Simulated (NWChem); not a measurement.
# Energy and gradient calculation, with input and output: MgF$_{2}$

- system: MgF$_{2}$, SMILES [F][Mg][F]
- method: B3LYP/cc-pVTZ, RKS (NWChem 7.3.0)

The geometry comes from this level: PBE0-D4/def2-TZVP.

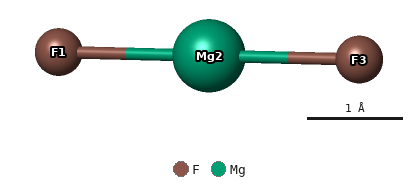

Fig. 1: The structure as given in the input (ball-and-stick view, seen at a tilt; atoms are numbered from 1 in the order of the input). Sticks mark near contacts. Bond lengths as drawn: F–Mg 1.75 Å.

**The input**
```python
from ase import Atoms
from ase.calculators.nwchem import NWChem

system = Atoms(['F', 'Mg', 'F'], positions=[
    [-1.414800, 0.734800, -0.700800],
    [-0.003600, -0.021600, -0.004400],
    [1.407500, -0.778000, 0.691900],
])

calc = NWChem(
    label='f2mg',
    theory='dft',
    memory='2200 mb',
    basis='cc-pVTZ',
    basispar='spherical bse',
    dft={'xc': 'b3lyp', 'mult': '1', 'grid': 'fine', 'convergence': 'energy 1e-08', 'iterations': '100', 'mulliken': None},
)
system.calc = calc

forces = system.get_forces()
print(f"energy = {system.get_potential_energy():.6f} eV")
print("forces (eV/A):")
for s, f in zip(system.symbols, forces):
    print(f"{s:2s} {f[0]:10.5f} {f[1]:10.5f} {f[2]:10.5f}")
print("dipole (e A):", system.get_dipole_moment().round(4))
```

**File f2mg.nwi**
```
title "f2mg"

permanent_dir f2mg

scratch_dir f2mg

start f2mg

geometry units angstrom nocenter noautosym noautoz
  F  -1.4148000000000001e+00 7.3480000000000001e-01 -7.0079999999999998e-01
  Mg -3.5999999999999999e-03 -2.1600000000000001e-02 -4.4000000000000003e-03
  F  1.4075000000000000e+00 -7.7800000000000002e-01 6.9189999999999996e-01
end

memory 2200 mb

basis spherical bse noprint
   * library cc-pVTZ
end

dft
  xc b3lyp
  mult 1
  grid fine
  convergence energy 1e-08
  iterations 100
  mulliken
end

task dft gradient
```

Run on 1 thread of AMD EPYC (Zen 3), 64 GiB of memory available, shared host.

Launch command:
```bash
export ASE_NWCHEM_COMMAND="nwchem PREFIX.nwi > PREFIX.nwo"
python run.py
```

**Output**
```
energy = -10884.626941 eV
forces (eV/A):
F    -0.13930    0.07466   -0.06875
Mg   -0.00221    0.00118   -0.00113
F     0.14151   -0.07585    0.06983
dipole (e A): [0.0001 0.     0.0001]
```

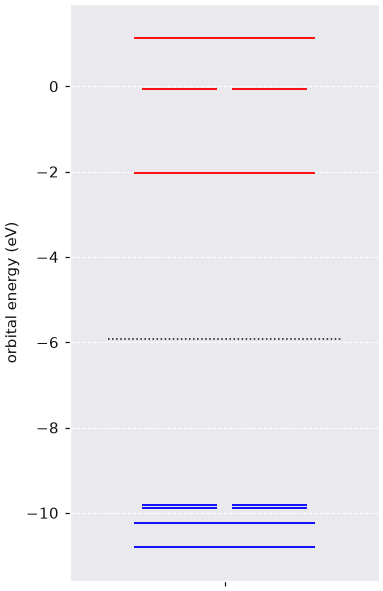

Fig. 2: Orbital energies near the frontier; the dotted line parts filled from empty levels, and levels within 0.02 eV of each other stand side by side. Highest filled −9.81 eV, lowest empty −2.04 eV, 7.77 eV apart.

**Key numbers**

```csv
quantity,value
outcome,converged
total energy,−400.002665 hartree
basis functions,94
largest force,0.175 eV/Å
HOMO,−9.81 eV
LUMO,−2.04 eV
dipole moment,0.00 D
wall time,25 s
peak memory,0.12 GiB
```
